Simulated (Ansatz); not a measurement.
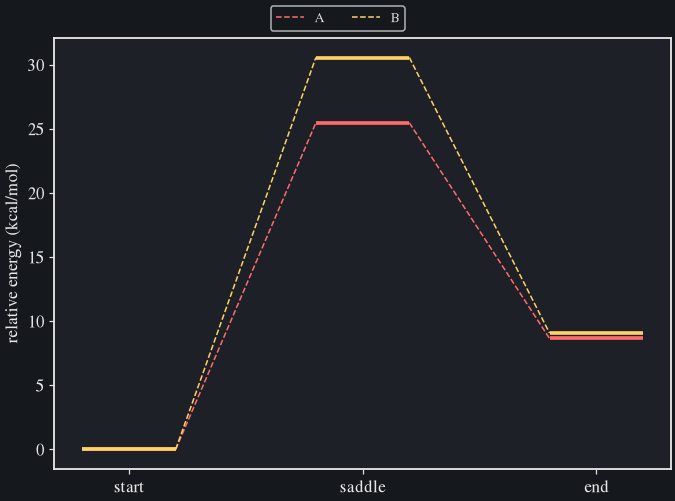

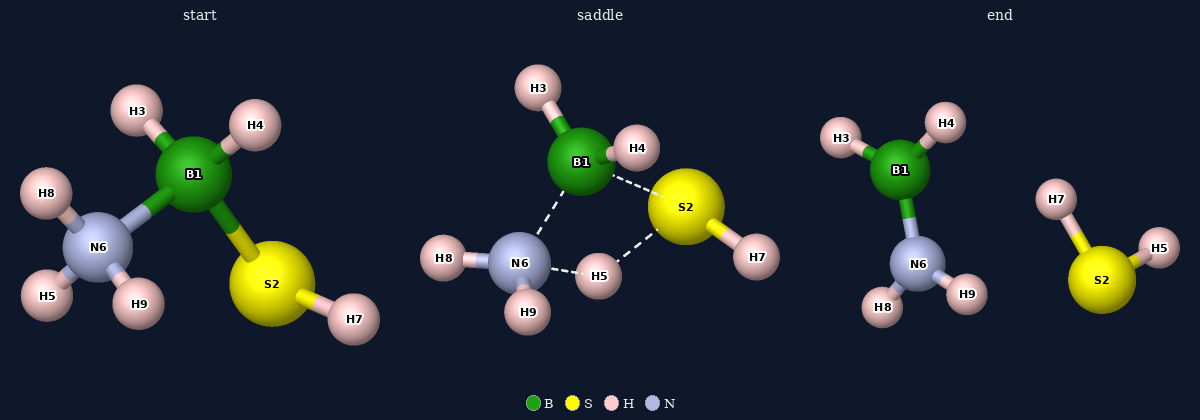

One elementary step of BNH₆S: start, first-order saddle point (changing pairs dashed) and end. Electronic energies at PBE0-D4/def2-TZVP geometries, energies in def2-TZVPP, the Ansatz code; cores frozen in correlated methods, no zero-point terms. Start and end are the structures at the ends of the path (complexes, where there are several molecules). Lines between the levels only guide the eye.

Which bonds change in the step?

Answer. S2–H5 (2.92 → 1.50 → 1.34 Å) forms; B1–S2 (1.89 → 2.17 → 4.04 Å) and H5–N6 (1.02 → 1.51 → 3.77 Å) break; B1–N6 (1.64 → 1.53 → 1.38 Å) shortens (lengths at start, saddle and end; changes of bond order aren't listed). The imaginary mode at the saddle is 1003.4i cm⁻¹ (PBE0-D4).

The profiles are PBE-D4 and r2SCAN0-D4. Which is which?

Answer. A: PBE-D4 (barrier 25.5, step 8.6 kcal/mol); B: r2SCAN0-D4 (barrier 30.6, step 9.1 kcal/mol).
